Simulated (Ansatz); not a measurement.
**H₂Br (doublet): correlated methods under varied settings at distance H1–H2 along a hydrogen transfer = 1.004 Å**

Aim: run H₂Br (doublet) at one geometry under a spread of methods and options, and see what each costs and gives.

Method: the settings change from run to run; program: Ansatz 0.2.0, Gaussian basis.

8 further runs of the same task are left out: 8 that didn't finish.

**1. The system**

The geometry derives from fragments relaxed apart (PBE0/def2-TZVP) and kept rigid, so it is no stationary point. A hydrogen atom is moved between rigid fragments. No spin-orbit coupling is included. The filled d shell of Br may be among the frozen orbitals whatever the setting's name suggests; the logs give the count.

3 atoms, charge 0, spin multiplicity 2.

Atoms are counted from 1 here; the program's logs count them from 0.

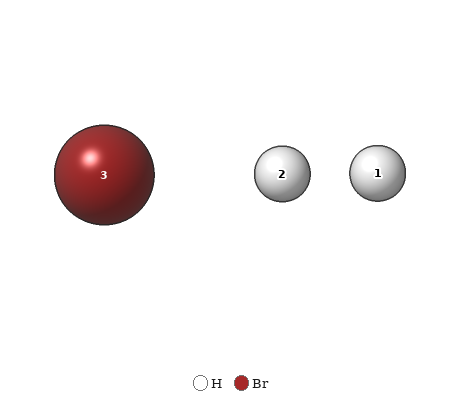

The geometry (hydrogen white, bromine red); atoms are numbered from 1 in the order of the file.

**2. CISD/def2-mTZVP**

in.yaml

```yaml
crystal:
  periodic: [false, false, false]
  atoms:
    - {symbol: H, position_ang: [0.000000, 0.000000, -1.294333]}
    - {symbol: H, position_ang: [0.000000, 0.000000, -0.290333]}
    - {symbol: Br, position_ang: [0.000000, 0.000000, 1.584667]}
basis:
  gaussian: {orbitals: def2-mTZVP}
magnetization: {spin_polarized: false, initial_magnetization: 1}
correlation: {active_space: {ras: {orbitals: [9, 1, 23], electrons: 19, max_holes: 2, max_particles: 2}, fixed_orbitals: true}}
```

Started as:

```sh
$ ansatz run in.yaml --threads 1 --pin off --events-out ev --progress --plain --max-ram 2393MiB
```

Standard output:

```text
Functional definition: HF
  name "HF"
  cite "Fock, Z. Phys. 61, 126 (1930) doi:10.1007/BF01340294"
  parent pbe
  exchange = exact_x
  correlation = 0
393 factors; integrals over basis functions are off by at most 7.9e-4 eV
mean field evaluation 1: about -70027.0134 eV, gradient 7.6e0 eV
mean field evaluation 2: about -70027.0561 eV, gradient 7.8e0 eV
mean field evaluation 4: about -70027.6489 eV, gradient 1.4e0 eV
mean field evaluation 8: about -70027.7283 eV, gradient 1.3e-1 eV
mean field evaluation 16: about -70027.2388 eV, gradient 1.4e-1 eV
mean field evaluation 32: about -70027.7287 eV, gradient 9.7e-2 eV
mean field evaluation 64: about -70027.2385 eV, gradient 1.9e-3 eV
mean field -70027.72875637 eV, -2573.4715652972 hartree, gradient 5.7e-6 eV, S^2 0.750000; 9 other end points of the search recorded, 0 dependent functions left out
reference -70027.72875637 eV, -2573.4715652972 hartree; 19, 18 occupied and 23, 24 virtual orbitals, 393 factors
state -70034.11499592 eV, -2573.7062552718 hartree
Total energy: -70034.11499592 eV, -2573.7062552718 hartree
```

Wall time 5 s (1 thread of Arm Neoverse V2, shared host).

From the report: 28,831 determinants.

**3. BCCD on ROHF/def2-SVP**

in.yaml

```yaml
crystal:
  periodic: [false, false, false]
  atoms:
    - {symbol: H, position_ang: [0.000000, 0.000000, -1.294333]}
    - {symbol: H, position_ang: [0.000000, 0.000000, -0.290333]}
    - {symbol: Br, position_ang: [0.000000, 0.000000, 1.584667]}
basis:
  gaussian: {orbitals: def2-SVP, fitting: {mean_field: def2-universal-jkfit}}
magnetization: {spin_polarized: false, initial_magnetization: 1}
correlation: {method: bccd, electrons: outside_noble_gas, diis_vectors: 2}
accuracy: high
output: {forces: true}
```

Same command.

Standard output (excerpt; [...] marks lines left out):

```text
Functional definition: HF
  name "HF"
  cite "Fock, Z. Phys. 61, 126 (1930) doi:10.1007/BF01340294"
  parent pbe
[...]
302 factors; integrals over basis functions are off by at most 4.0e-1 eV
[...]
mean field -70019.28685269 eV, -2573.1613310589 hartree, gradient 8.8e-9 eV, S^2 0.750000; 7 other end points of the search recorded, 0 dependent functions left out
[...]
determinant -70019.28685269 eV, -2573.1613310589 hartree, with singles and doubles -70023.81296995 eV, -2573.3276628005 hartree
determinant -70018.81968431 eV, -2573.1441629379 hartree, with singles and doubles -70023.15461821 eV, -2573.3034688202 hartree
14 core orbitals not correlated: weight in the atoms' cores, before any rotation towards them, 1.000 or more for the frozen orbitals, at most 0.000 for the correlated occupied ones
reference -70019.28685269 eV, -2573.1613310589 hartree; 5, 4 occupied and 23, 24 virtual orbitals, 302 factors
second order -3.73997499 eV of doubles, -0.10207578 eV of singles
cycle   1  -4.51174734 eV  change   -1.6e-1 eV  update   1.5e-2
[...]
cycle  27  -4.51001611 eV  change  -2.2e-10 eV  update  4.5e-10
[...]
Total energy: -70023.79686879 eV, -2573.3270710940 hartree
Atom 0 at     0.000000     0.000000    -1.294333 Å, force     0.000000    -0.000000     2.953186 eV/Å
Atom 1 at     0.000000     0.000000    -0.290333 Å, force    -0.000000     0.000000    -2.923796 eV/Å
Atom 2 at     0.000000     0.000000     1.584667 Å, force     0.000000    -0.000000    -0.029390 eV/Å
Dipole moment:    -0.000000    -0.000000    -0.165314 e Å
```

Run time: 2.9 s. Hardware: 1 thread of Arm Neoverse V2, shared host.

From the report: correlation -4.5100 eV; largest double amplitude 0.09.

**4. NEVPT2(5,3)/6-31G***

in.yaml

```yaml
crystal:
  periodic: [false, false, false]
  atoms:
    - {symbol: H, position_ang: [0.000000, 0.000000, -1.294333]}
    - {symbol: H, position_ang: [0.000000, 0.000000, -0.290333]}
    - {symbol: Br, position_ang: [0.000000, 0.000000, 1.584667]}
basis:
  gaussian: {orbitals: "6-31G*"}
magnetization: {spin_polarized: false, initial_magnetization: 1}
correlation: {method: sc_nevpt2, electrons: valence, active_space: {window: {electrons: 5, orbitals: 3}}}
```

Launched as before.

Standard output (excerpt; [...] marks lines left out):

```text
Functional definition: HF
  name "HF"
  cite "Fock, Z. Phys. 61, 126 (1930) doi:10.1007/BF01340294"
  parent pbe
[...]
395 factors; integrals over basis functions are off by at most 6.7e-4 eV
[...]
mean field -70019.29577223 eV, -2573.1616588460 hartree, gradient 3.5e-6 eV, S^2 0.750000; 10 other end points of the search recorded, 0 dependent functions left out
reference -70019.29577223 eV, -2573.1616588460 hartree; 19, 18 occupied and 20, 21 virtual orbitals, 395 factors
state -70019.29577223 eV, -2573.1616588461 hartree
state -70019.29577223 eV, -2573.1616588461 hartree; corrected -70026.54662844 eV, -2573.4281228972 hartree
WARN: 2 active orbitals are nearly empty or full. The corrections depend on them more than the energy does, and are more stable in an active space without them
Total energy: -70026.54662844 eV, -2573.4281228972 hartree
```

It took 1.8 s on 1 thread of Arm Neoverse V2, shared host.

From the report: 1 determinant; active occupations 2.00, 2.00, 1.00. The report marks this result as in doubt.

**5. CCSDT(Q)/B on UHF/def2-SVP**

in.yaml

```yaml
crystal:
  periodic: [false, false, false]
  atoms:
    - {symbol: H, position_ang: [0.000000, 0.000000, -1.294333]}
    - {symbol: H, position_ang: [0.000000, 0.000000, -0.290333]}
    - {symbol: Br, position_ang: [0.000000, 0.000000, 1.584667]}
basis:
  gaussian: {orbitals: def2-SVP}
magnetization: {spin_polarized: true, initial_magnetization: 1}
correlation: {method: ccsdt_q_b, electrons: outside_noble_gas}
scf: {omitted_lower_state_checks: [cluster_reference]}
output: {forces: true}
```

The command is unchanged.

Standard output (excerpt; [...] marks lines left out):

```text
Functional definition: HF
  name "HF"
  cite "Fock, Z. Phys. 61, 126 (1930) doi:10.1007/BF01340294"
  parent pbe
[...]
622 factors; integrals over basis functions are off by at most 2.6e-7 eV
[...]
mean field -70019.55945834 eV, -2573.1713491320 hartree, gradient 6.6e-6 eV, S^2 0.810791; 7 other end points of the search recorded, 0 dependent functions left out
14 core orbitals not correlated: weight in the atoms' cores, before any rotation towards them, 1.000 or more for the frozen orbitals, at most 0.000 for the correlated occupied ones
reference -70019.55945834 eV, -2573.1713491320 hartree; 5, 4 occupied and 23, 24 virtual orbitals, 622 factors
second order -3.57078579 eV of doubles, -0.00000000 eV of singles
cycle   1  -4.02451046 eV  change   -4.5e-1 eV  update   5.5e-2
[...]
cycle  15  -4.32280034 eV  change    2.9e-8 eV  update   1.6e-7
perturbative correction -0.00495332 eV, -0.0001820311 hartree
[...]
Total energy: -70023.88721200 eV, -2573.3303911454 hartree
Atom 0 at     0.000000     0.000000    -1.294333 Å, force    -0.000000    -0.000000     2.868134 eV/Å
Atom 1 at     0.000000     0.000000    -0.290333 Å, force     0.000000    -0.000000    -2.768268 eV/Å
Atom 2 at     0.000000     0.000000     1.584667 Å, force    -0.000000     0.000000    -0.099866 eV/Å
Dipole moment:    -0.000000     0.000000    -0.166464 e Å
Checks for a lower state left out: cluster_reference
```

It took 42 s on 1 thread of Arm Neoverse V2, shared host; peak memory 0.61 GiB.

From the report: ⟨S²⟩ of the determinant 0.811 (pure doublet: 0.75); correlation -4.3278 eV; T1 0.018; largest double amplitude 0.10.

**6. The runs in one table**

 † marks a result that the program doubts.

```
                     level         correlated  functions  energy (eV)   time
           CISD/def2-mTZVP            valence         42  -70034.1150    5 s
     BCCD on ROHF/def2-SVP  outside noble gas         42  -70023.7969  2.9 s
      NEVPT2(5,3)/6-31G* †            valence         39  -70026.5466  1.8 s
CCSDT(Q)/B on UHF/def2-SVP  outside noble gas         42  -70023.8872   42 s
```

**7. Outcome**

| quantity | value |
| --- | --- |
| runs | 4 |
| quickest | NEVPT2(5,3)/6-31G* †, 1.8 s |
| slowest | CCSDT(Q)/B on UHF/def2-SVP, 42 s |

What this shows: Total energies in different bases, with other cores or another treatment of relativity can't be set against each other. CCSDT(Q)/B on UHF/def2-SVP took 24 times as long as NEVPT2(5,3)/6-31G* †; the jobs differ in more than the method.
